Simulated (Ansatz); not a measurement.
# C2H3F3 (1,1,2-trifluoroethane): r2SCAN0/def2-SVP

Aim: the vertical ionisation energy of C2H3F3 (1,1,2-trifluoroethane) at r2SCAN0/def2-SVP, from 2 runs. 

The results are computed with Ansatz 0.2.0.

54 further runs of the same task are left out: 54 set aside as unsound or not needed.

## 1. The molecule

C2H3F3: 8 atoms, total charge 0, spin state singlet. SMILES: `FCC(F)F`. The shape is that of a PBE0-D4/def2-TZVP optimisation. This is one conformer, not always the lowest.

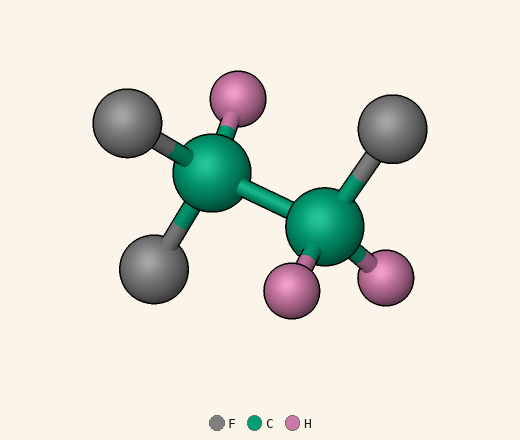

The structure, seen from a chosen angle (fluorine grey, carbon teal, hydrogen pink).

## 2. A single-point energy at r2SCAN0/def2-SVP

run.yaml

```yaml
crystal:
  periodic: [false, false, false]
  atoms:
    - {symbol: F, position_ang: [-1.142800, -0.681000, 1.163100]}
    - {symbol: C, position_ang: [-0.188200, 0.195100, 0.711800]}
    - {symbol: C, position_ang: [0.172900, -0.152400, -0.711300]}
    - {symbol: F, position_ang: [0.824200, -1.335800, -0.756500]}
    - {symbol: F, position_ang: [1.011700, 0.803600, -1.182200]}
    - {symbol: H, position_ang: [0.701700, 0.118900, 1.342500]}
    - {symbol: H, position_ang: [-0.588500, 1.211500, 0.747300]}
    - {symbol: H, position_ang: [-0.698800, -0.217000, -1.370500]}
basis:
  gaussian: {orbitals: def2-SVP}
total_charge: 0
hamiltonian: {xc: {name: r2SCAN0}}
accuracy: high
output: {orbitals: {seedname: orbitals}}
```

Run with:

```console
ansatz run run.yaml --threads 1 --pin off --max-ram 3480MiB --events-out events.jsonl --progress --plain --runs-dir runs
```

The program printed:

```text
Warning: RAYON_NUM_THREADS=1 ignored (pool sized by the plan → 1); use --threads N
Functional definition: r2SCAN0
  name "r2SCAN0"
  parameter a = 0.25
  parameter k0 = 0.174
  parameter k1 = 0.065
  parameter a1 = 4.9479
  exchange = (1 - a)*r2scan_x(k0 = k0, k1 = k1, a1 = a1) + a*exact_x
  correlation = r2scan_c
1972 factors; integrals over basis functions are off by at most 3.4e-9 eV
mean field evaluation 1: about -10257.5628 eV, gradient 3.0e1 eV
mean field evaluation 2: about -10257.7871 eV, gradient 2.9e1 eV
mean field evaluation 4: about -10259.0456 eV, gradient 1.1e0 eV
mean field evaluation 8: about -10259.2907 eV, gradient 1.5e-1 eV
mean field evaluation 16: about -10259.2907 eV, gradient 2.0e-5 eV
mean field -10259.29074827 eV, -377.0219810020 hartree, gradient 5.8e-8 eV, S^2 0.000000; 0 other end points of the search recorded, 0 dependent functions left out
reference -10259.29074866 eV, -377.0219810163 hartree; 21, 21 occupied and 64, 64 virtual orbitals, 1972 factors
Total energy: -10259.29074866 eV, -377.0219810163 hartree
```

Wall time 13 s (1 thread of Arm Neoverse V1, shared host); peak memory 0.32 GiB.

## 3. The doublet cation

input.yaml

```yaml
crystal:
  periodic: [false, false, false]
  atoms:
    - {symbol: F, position_ang: [-1.142800, -0.681000, 1.163100]}
    - {symbol: C, position_ang: [-0.188200, 0.195100, 0.711800]}
    - {symbol: C, position_ang: [0.172900, -0.152400, -0.711300]}
    - {symbol: F, position_ang: [0.824200, -1.335800, -0.756500]}
    - {symbol: F, position_ang: [1.011700, 0.803600, -1.182200]}
    - {symbol: H, position_ang: [0.701700, 0.118900, 1.342500]}
    - {symbol: H, position_ang: [-0.588500, 1.211500, 0.747300]}
    - {symbol: H, position_ang: [-0.698800, -0.217000, -1.370500]}
basis:
  gaussian:
    orbitals: def2-SVP
total_charge: 1
magnetization:
  spin_polarized: true
  initial_magnetization: 1
hamiltonian:
  xc: {name: r2SCAN0}
accuracy: high
output:
  orbitals: {seedname: orbitals}
```

Run with:

```console
ansatz run input.yaml --threads 1 --pin off --max-ram 3480MiB --events-out events.jsonl --progress --plain --runs-dir runs
```

The program printed:

```text
Warning: RAYON_NUM_THREADS=1 ignored (pool sized by the plan → 1); use --threads N
Functional definition: r2SCAN0
  name "r2SCAN0"
  parameter a = 0.25
  parameter k0 = 0.174
  parameter k1 = 0.065
  parameter a1 = 4.9479
  exchange = (1 - a)*r2scan_x(k0 = k0, k1 = k1, a1 = a1) + a*exact_x
  correlation = r2scan_c
1970 factors; integrals over basis functions are off by at most 3.4e-9 eV
mean field evaluation 1: about -10242.6016 eV, gradient 3.6e1 eV
mean field evaluation 2: about -10240.1399 eV, gradient 4.6e1 eV
mean field evaluation 4: about -10246.5633 eV, gradient 3.0e0 eV
mean field evaluation 8: about -10246.8391 eV, gradient 2.4e-1 eV
mean field evaluation 16: about -10246.8455 eV, gradient 2.6e-2 eV
mean field evaluation 32: about -10246.8455 eV, gradient 1.6e-6 eV
mean field -10246.84550647 eV, -376.5646268016 hartree, gradient 9.8e-8 eV, S^2 0.754207; 2 other end points of the search recorded, 0 dependent functions left out
reference -10246.84550732 eV, -376.5646268328 hartree; 21, 20 occupied and 64, 65 virtual orbitals, 1970 factors
Total energy: -10246.84550732 eV, -376.5646268328 hartree
```

Wall time 39 s (1 thread of Arm Neoverse V1, shared host); peak memory 0.52 GiB.

## 4. Outcome

At r2SCAN0/def2-SVP:

| quantity | value |
| --- | --- |
| singlet C2H3F3: total energy | -377.02198 Eh |
| singlet C2H3F3: HOMO energy | -9.89 eV |
| singlet C2H3F3: LUMO energy | 2.31 eV |
| singlet C2H3F3: HOMO–LUMO gap | 12.20 eV |
| doublet cation: total energy | -376.56463 Eh |
| doublet cation: HOMO energy (highest over α and β) | -18.04 eV |
| doublet cation: LUMO energy (lowest over α and β) | -15.00 eV |
| doublet cation: ⟨S²⟩ | 0.754 |
| vertical ionisation energy (to the doublet cation) | 12.445 eV |

What this shows: The vertical ionisation energy comes to 12.45 eV (1201 kJ/mol). −ε(HOMO) before ionisation, 9.89 eV, is 2.56 eV below this ionisation energy.
